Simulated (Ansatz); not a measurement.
The calculation's input:

```
basis:
  gaussian:
    orbitals: def2-TZVPD
crystal:
  periodic: [false, false, false]
  atoms:
    - {symbol: O, position_ang: [-0.293730, -1.966981, 0.796357]}
    - {symbol: Si, position_ang: [-0.801976, -0.866944, -0.436936]}
    - {symbol: Si, position_ang: [-1.289264, -3.282923, 0.248550]}
    - {symbol: Sn, position_ang: [-2.429489, -2.057539, -1.849877]}
    - {symbol: H, position_ang: [-0.038054, 0.421517, -0.165772]}
    - {symbol: H, position_ang: [-2.115036, -3.713203, 1.444332]}
    - {symbol: H, position_ang: [-0.358427, -4.462766, 0.052465]}
total_charge: -1
hamiltonian:
  xc: pbe0
output:
  forces: true
  orbitals: {seedname: orbitals}
```

Run with:

```sh
ansatz run input.yaml --threads 2 --pin off --max-ram 4350MiB --events-out events.jsonl --progress --plain --runs-dir runs
```

Geometry: r2SCAN-D4/def2-SVPD; core potentials replace the inner electrons of Sn.

Computed with isolated molecule in a Gaussian basis; Kohn-Sham density functional theory, functional PBE0 in Ansatz.

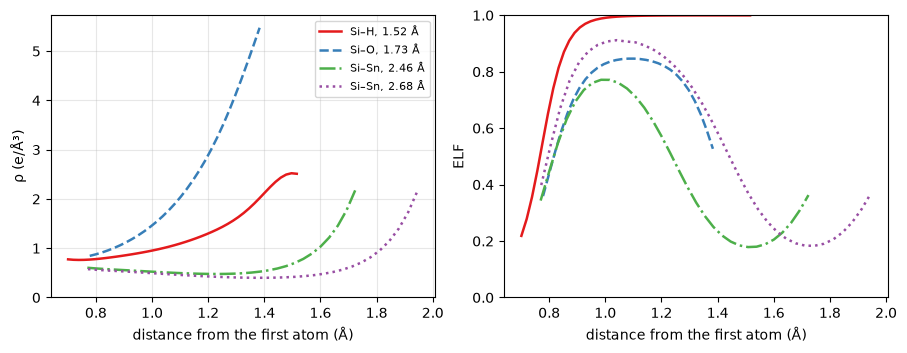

H3OSi2Sn (charge −1). Electron density and electron localisation function along straight lines between neighbouring atoms. The curves leave out the atomic cores.

What can be read from the curves?

Si–H (1.52 Å): the density is about 0.76 e/Å³ at the midpoint; the ELF climbs to about 1 towards the hydrogen, as it does in any bond to H.
Si–O (1.73 Å): ρ is about 1 e/Å³ halfway; the ELF peaks at about 0.85 between the atoms, as expected for a polar covalent bond.
Si–Sn (2.46 Å): ρ at the midpoint is about 0.48 e/Å³; the ELF peaks at about 0.75 between the atoms.
Si–Sn (2.68 Å): ρ at the midpoint is about 0.4 e/Å³; the ELF peaks at about 0.90 between the atoms (a shared electron pair).
